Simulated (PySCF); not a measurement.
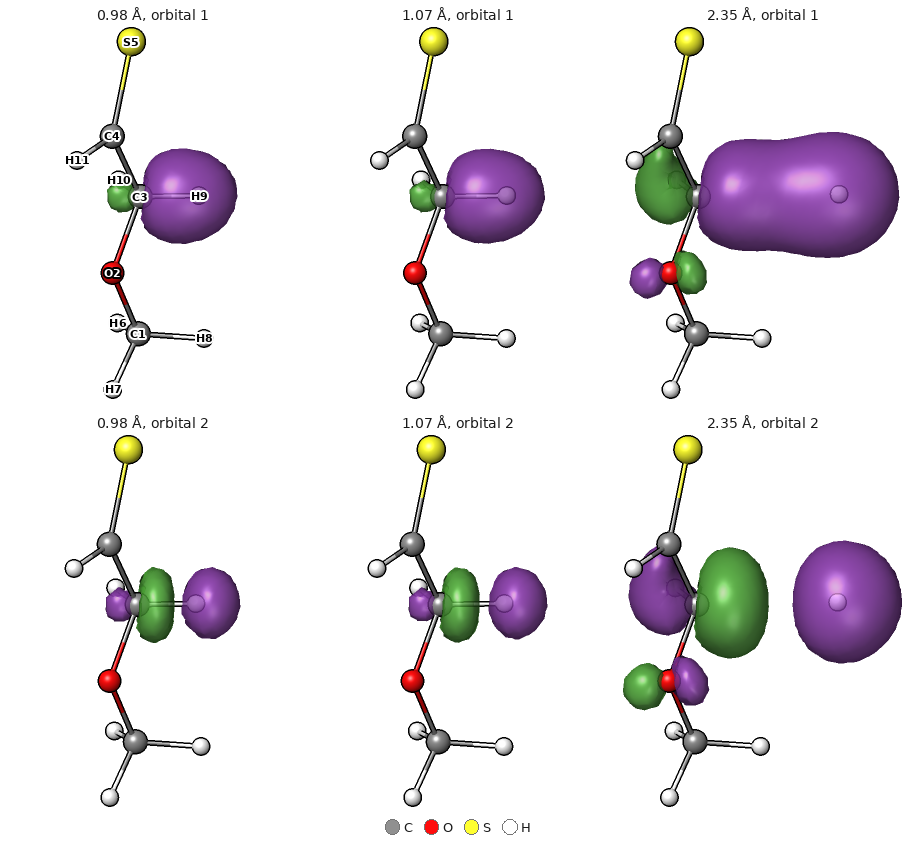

*C3H6OS, SMILES `COCC=S`. Rigid stretch of the C3–H9 bond. The two CASSCF(2,2) natural orbitals nearest half filling (orbital 1 the more occupied).*

Method: 6-31+G* basis; geometry: GFN2-xTB; program: PySCF. No frequency check shows the geometry to be a minimum. GFN2-xTB bond lengths at metals and heavier atoms can be off by up to 0.1 Å and shapes distorted, which carries into these values.

Coordinates in Å:

```
C1       2.7817   -0.1990   -0.0085
O2       1.5646    0.5037    0.0144
C3       0.4412   -0.3365    0.0060
C4      -0.7993    0.4801   -0.0063
S5      -2.2896   -0.1339   -0.0006
H6       2.8784   -0.8572    0.8635
H7       3.5701    0.5499    0.0127
H8       2.8750   -0.8031   -0.9194
H9       0.4527   -0.9983   -0.8788
H10      0.4382   -0.9989    0.8904
H11     -0.6397    1.5534   -0.0209
```

Q: How do the occupations change along the stretch?

A: 0.98 Å: 1.99 and 0.01; 1.07 Å: 1.98 and 0.02; 2.35 Å: 1.62 and 0.38. At the longest distance computed (3.00 Å) they are 1.30 and 0.70, and the effective number of unpaired electrons is 1.7.

UHF's ⟨S²⟩ passes 1 along the scan (up to 1.28), so it also polarises electrons outside the stretched bond; its energy lowering isn't due to that bond alone.

UHF already breaks spin symmetry near equilibrium here (⟨S²⟩ = 0.23 at 1.07 Å), for reasons apart from this bond.

Q: How much energy does the stretch cost?

A: By CASSCF, 3.9 eV from the lowest point of the scan (1.07 Å) to 3.00 Å; RHF gives 6.5 eV from its own lowest point. The fragments aren't relaxed and dynamic correlation is missing, so this isn't a bond dissociation energy.

Run time: 7.3 min on 1 thread of Arm Neoverse V2, on a shared host, peak memory 0.29 GiB.
